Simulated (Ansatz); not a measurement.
# Cu3N under a change: Cu → Mo

Consider Cu₃N (space group Pm-3m, No. 221; a = 3.765 Å).

One thing is altered: full substitution Cu → Mo, then cell and atoms are relaxed.

Method: Ansatz (a program for electronic structure) PBEsol, no SOC, earlier PAW set. Settings: 12×12×12 k-points, 0.05 eV Fermi–Dirac smearing.

```csv
quantity,base,changed,shift
density,6.37 g/cm³,7.78 g/cm³,+1.41 g/cm³
lattice parameter a,3.765 Å,4.008 Å,+0.243 Å
space group,Pm-3m (No. 221),Pm-3m (No. 221),–
shortest interatomic distance,1.882 Å,2.004 Å,+0.122 Å
band gap,zero,zero,–
```

Final structure:

```
Mo3N
1.0
    4.00821     0.00000     0.00000
    0.00000     4.00821     0.00000
    0.00000     0.00000     4.00821
N Mo
1 3
Direct
  0.00000   0.00000   0.00000
  0.50000   0.00000   0.00000
  0.00000   0.00000   0.50000
  0.00000   0.50000   0.00000
```

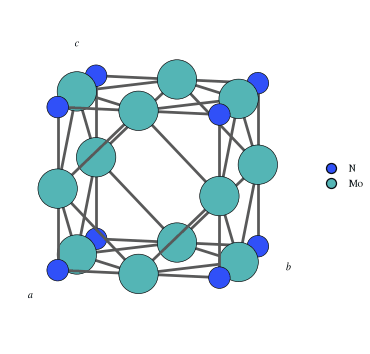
Fig. 1. The relaxed conventional cell after the change

Cost of the whole job for the changed cell (relaxation, final SCF and bands): around 40 core-seconds (rough).

Whether these cells are dynamically stable was not tested. As relaxed here, Mo3N is a hypothetical phase, not in the database extracts checked. The final runs are not spin-polarised. An odd electron count without spin: Mo3N. Gaps under 0.05 eV, about the width of the smearing, are given as zero. The zero or small gap of Cu3N can change with the level of theory.
